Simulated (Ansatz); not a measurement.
Take PbS (space group P6_3/mmc, No. 194; a = 5.001 Å, c = 5.982 Å; a hypothetical phase, not in the database extracts checked) as the base.

Perturbation: 0.194 holes added to each cell, a density of 1.5×10^21 cm⁻³, with a uniform compensating background at fixed cell and a 300 K Fermi–Dirac width.

Computed with DFT with r2SCAN, PAW potentials and a 500 eV plane-wave cutoff in Ansatz (a program for electronic structure), no spin-orbit coupling.

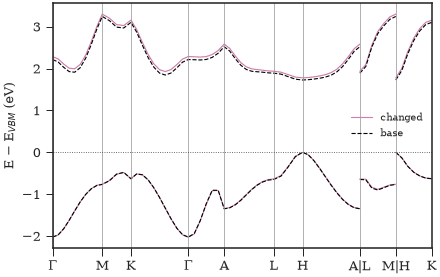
Figure: Highest valence and lowest conduction band along the path, each from its own valence-band maximum

Q: Read the changed gap and its character from the plot.

A: About 1.8 eV, direct at H.

Charged cell with a jellium background: band edges are those of the host's band count, energies are not comparable with the neutral cell, and many-body gap narrowing is missing. Spin-orbit coupling, missing from the scalar runs, can matter with Pb. No phonon test of stability was made.
